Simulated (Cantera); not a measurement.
A closed system holds: 1 mol B2O3, 2.1 mol O2, 130 mol N2, at 32000 Pa.

Cantera equilibrium calculation (NASA polynomials, part measured and part estimated; ideal gas, pure solids and liquids). Candidate condensed phases: B, BN, B2O3; 17 gas species. Equilibrium is a limit: real reactors are often held back by kinetics, nucleation or transport.

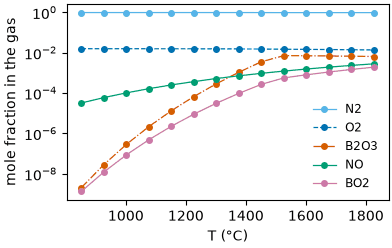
Equilibrium gas composition (values under 1e-9 drawn at 1e-9)

Problem. Read off the mole fractions at 1302 °C.

Solution. N2 about 0.98, O2 about 0.016, NO about 0.00053, B2O3 about 0.00029, BO2 about 3.2e-5.
